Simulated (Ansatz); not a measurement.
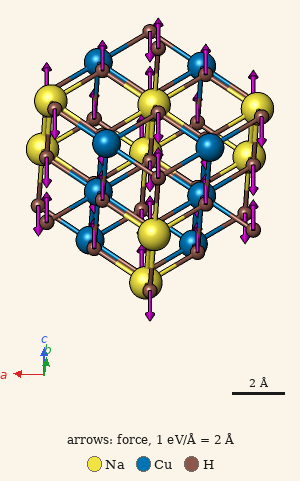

Starting geometry of crystalline NaCuH4 (a generated structure, set up in P4/mmm) (coarse preliminary run) with the computed forces as purple arrows. A ball-and-stick model of the atoms within 5.8 Å of the atom that moves most (axes of the cell of the calculation), seen from a free direction.

Level of theory: DFT PBE, scalar-relativistic, plane waves, PAW (Ansatz 0.2.0). (plane-wave cutoff 420 eV; k-point mesh 4 × 4 × 4; occupations gaussian; smearing width 0.1 eV; no spin polarisation; cell and atoms relaxed; force threshold 0.04 eV/Å; at most 70 steps)

Is this structure relaxed? If not, where do the atoms go?

It isn't relaxed: the largest force vector, on H atoms, is 0.68 eV/Å. The atoms end up moving mostly along the starting forces (cosine between the two patterns 1.00). The largest moves relative to the cell, 0.43 Å, are those of H atoms. Na and Cu stay in place. Cell: a = b 4.039 → 3.181 Å (−21.2 %), c 5.712 → 4.984 Å (−12.8 %). Volume −45.9 %. Some distances before and after: Na–Na 4.039 → 3.181 Å, Cu–H 2.473 → 1.788 Å, H–Na 2.474 → 2.310 Å. Bond angles that change, for instance: Na–H–Na 109.5° → 87.0°. The space group stays P4/mmm (No. 123). After 7 accepted moves (9 points after the start) the energy has fallen by 3.822 eV per cell of the calculation. The largest force component goes from 0.68 to 0.0012 eV/Å. The pressure goes from −10.37 to 0.00 GPa. The SCF was repeated twice at an unchanged geometry on a basis and grid sized afresh for the cell, which shifted the energy by 12.3 meV per cell of the calculation at most. The run took 6.8 s on 1 thread of AMD EPYC 9R45 96-Core Processor (Zen 5), on a shared host, peak memory 0.42 GiB.

Limits of the set-up: the k-point mesh is coarse for a cell with partly filled bands.
